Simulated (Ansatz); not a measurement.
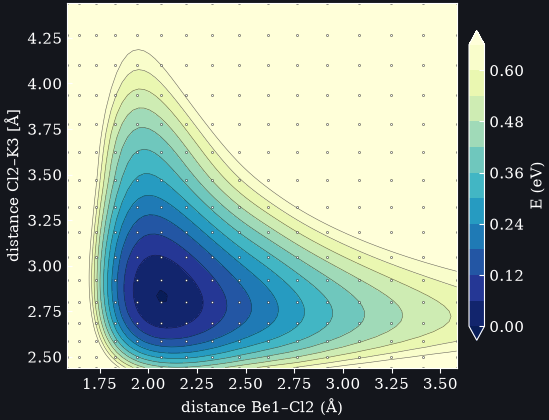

The system Be + ClK. Coordinates scanned: (1) distance Be1–Cl2; (2) distance Cl2–K3. Nothing is relaxed (the angle Be1–Cl2–K3 is fixed at 100 degrees). The scan uses a 16 × 16 grid. Points are written as (first, second). Energies: eV, counted from the lowest grid point. The reference is spin-restricted, so regions where a bond is pulled apart into radicals lie too high. All numbers below come from RKS PBE0-D4/def2-SVPD (Ansatz 0.2.0).

In the figure: filled contours, dots at the grid points, one colour for all values above the top of the scale. Between grid points the surface is interpolated.

Where is the minimum, and how stiff is the well along each coordinate?

The interpolated minimum is at distance Be1–Cl2 ≈ 2.069 Å, distance Cl2–K3 ≈ 2.830 Å. The curvatures there are about 4.3 eV/Å² and 3.3 eV/Å², with a cross term of about 0.67 eV/Å². Round the minimum the valley is somewhat tilted: raising distance Be1–Cl2 shifts the best value of distance Cl2–K3 downwards (coupling k₁₂/√(k₁₁k₂₂) about 0.2).
